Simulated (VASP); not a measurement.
Band structure of ZrP (relaxed from the CsCl type structure, space group Pm-3m). These are PBEsol GGA, VASP's PBE PAW potentials (set 64) (plane waves; VASP) values and carry that method's errors.

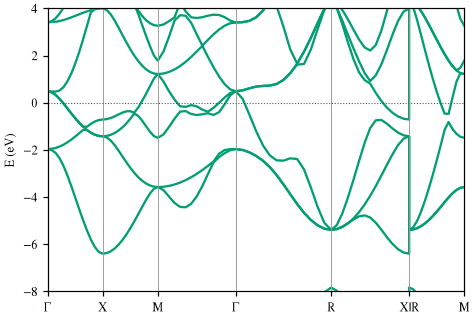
Figure: Bands along high-symmetry lines, zero at the valence-band maximum or, without a gap, the Fermi level

Read the plot: is there a gap, and where are the band edges?

It has no gap at this level: it comes out as a metal or semimetal. (Edges off the drawn lines would not show.)

The structure was generated: ZrP was put into the CsCl type type (Pm-3m), which need not be its known phase. It was relaxed first, which changed the volume by -32 %. The electron count is odd and the run is not spin-polarised, which forces a metal.
